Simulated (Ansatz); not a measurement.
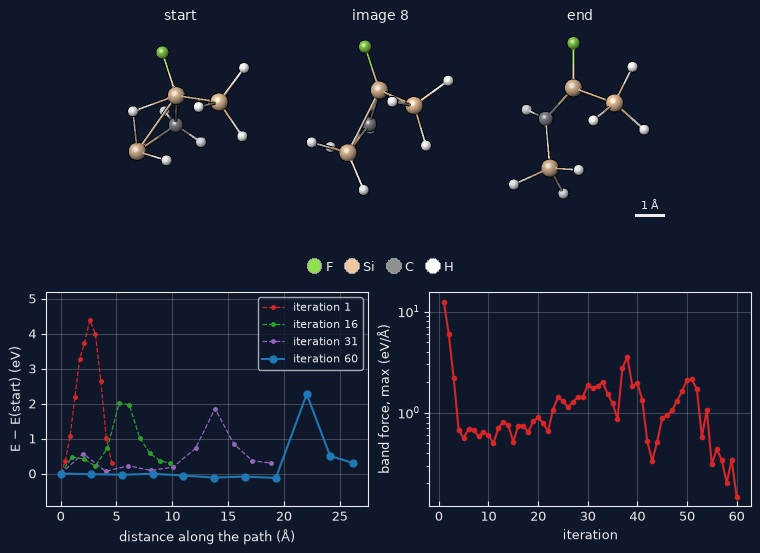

NEB run on CH₇FSi₃. Images are numbered from 0 (start) to 10 (end). The plot follows the band through its iterations. The picture is a ball-and-stick view, seen from a free direction.

Computed with RKS LDA/def2-SVP (Ansatz). Run with 9 movable images; climbing image; force threshold 0.05 eV/Å; iteration limit 60; starting path through a guess of the saddle point.

> Judge this run.

The result isn't final. The band hadn't converged when the run stopped after 60 iterations. The largest component of the band force went from 13 to 0.15 eV/Å. The barrier read from it is provisional, though the highest image hardly moved in the last two iterations. The first iteration put the highest image at 4.39 eV. Forward barrier 2.27 eV, backward barrier 1.97 eV, with image 8 at the top; the reaction energy is +0.30 eV. Image 7 lies below both ends, at −0.12 eV, which may mean an intermediate minimum or an end that is no minimum.

Cost: 6.8 min on 2 threads of Intel(R) Xeon(R) 6975P-C (Granite Rapids) (shared host), peak memory 0.18 GiB.
